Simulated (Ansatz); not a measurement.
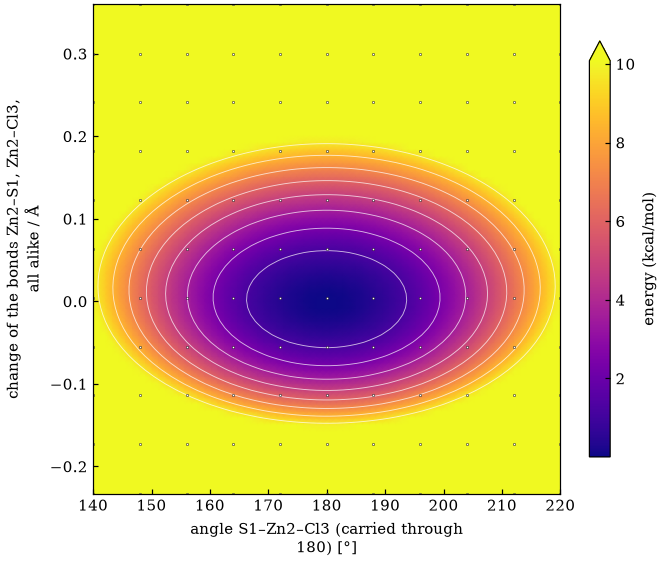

ClSZn, SMILES [S-][Zn][Cl], charge −1. The first coordinate is: angle S1–Zn2–Cl3 (carried through 180); the second: change of the bonds Zn2–S1, Zn2–Cl3, all alike. Nothing is relaxed (all other coordinates rigid). The scan uses an 11 × 11 grid; 113 points were computed and 8 follow by symmetry. Points are written as (first, second). All energies are given in kcal/mol relative to the relaxed molecule at the same level. Method: RKS r2SCAN0-D4/def2-TZVPD (Ansatz 0.2.0).

The picture shows a smooth colour map with a few white contour lines, dots at the grid points, one colour for all values above the top of the scale. Between grid points the surface is interpolated.

Q: Where is the minimum, and how stiff is the well along each coordinate?

A: The interpolated minimum is at the first coordinate ≈ 180°, the second coordinate ≈ 0.000 Å. The curvatures there are about 1.8 eV/rad² and 30 eV/Å², with a cross term of about 0 eV/(rad·Å). Round the minimum the two coordinates are nearly uncoupled. (1 eV is 23.1 kcal/mol.)
